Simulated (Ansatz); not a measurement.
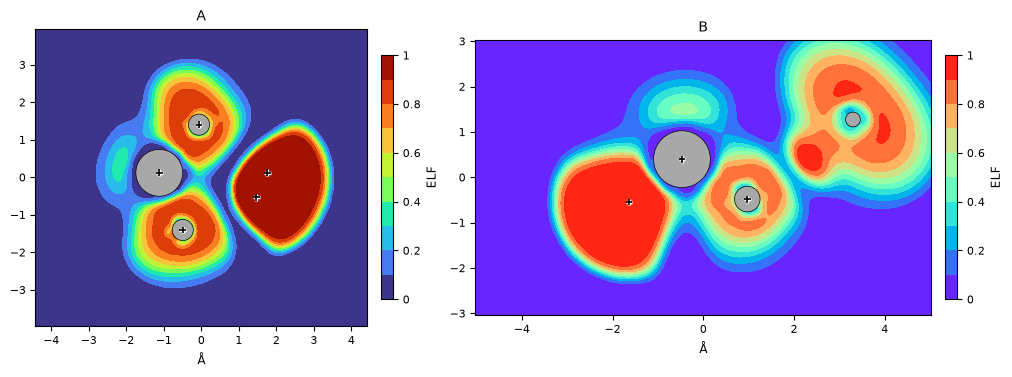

The electron localisation function of 2 systems, each on a plane through atoms (crosses mark nuclei in the plane; grey discs cover the cores).

The calculation used RKS LDA/6-31G* in Ansatz 0.2.0.

System 1: H₄O₃Si···H₂, the plane of atoms O4, Si1 and O8. Not at a stationary point (largest force 1.8 eV/Å).

```yaml
atoms:
  - { symbol: Si, position_ang: [0.1265, -0.4808, -0.4564] }
  - { symbol: H, position_ang: [0.0728, 0.3386, 2.0834] }
  - { symbol: H, position_ang: [1.2260, -0.1307, -1.3924] }
  - { symbol: O, position_ang: [-0.5181, 0.9270, 0.1064] }
  - { symbol: H, position_ang: [-1.4849, 0.8787, 0.2402] }
  - { symbol: O, position_ang: [-1.1789, -1.2528, -1.1267] }
  - { symbol: H, position_ang: [-1.0471, -2.2081, -1.2769] }
  - { symbol: O, position_ang: [0.8740, -1.4915, 0.6341] }
  - { symbol: H, position_ang: [0.3032, -1.8566, 1.3387] }
  - { symbol: H, position_ang: [0.4546, -0.1930, 2.3851] }
```

System 2: H₄OSi···HCl, the plane of atoms H5, Si1 and O6. 

```yaml
atoms:
  - { symbol: Si, position_ang: [-0.3578, -0.1362, -0.5521] }
  - { symbol: Cl, position_ang: [-0.6038, 0.8103, 3.2231] }
  - { symbol: H, position_ang: [0.7923, -1.0637, -0.2831] }
  - { symbol: H, position_ang: [0.0782, 1.2891, -0.4850] }
  - { symbol: H, position_ang: [-0.9488, -0.4582, -1.8950] }
  - { symbol: O, position_ang: [-1.5499, -0.2638, 0.6369] }
  - { symbol: H, position_ang: [-1.9551, -1.1456, 0.7614] }
  - { symbol: H, position_ang: [-1.1120, 0.3384, 2.0616] }
```

### Match each panel to its system.

Panel A is system 1, H₄O₃Si···H₂: the plane holds Si, H and O. Si1···H2 (2.67 Å): the ELF dips to about 0.05 between them. Panel B is system 2, H₄OSi···HCl: the plane holds Si, H and O. Si–O (1.69 Å): the ELF peaks at about 0.85 between the atoms: a shared but strongly polarised pair.
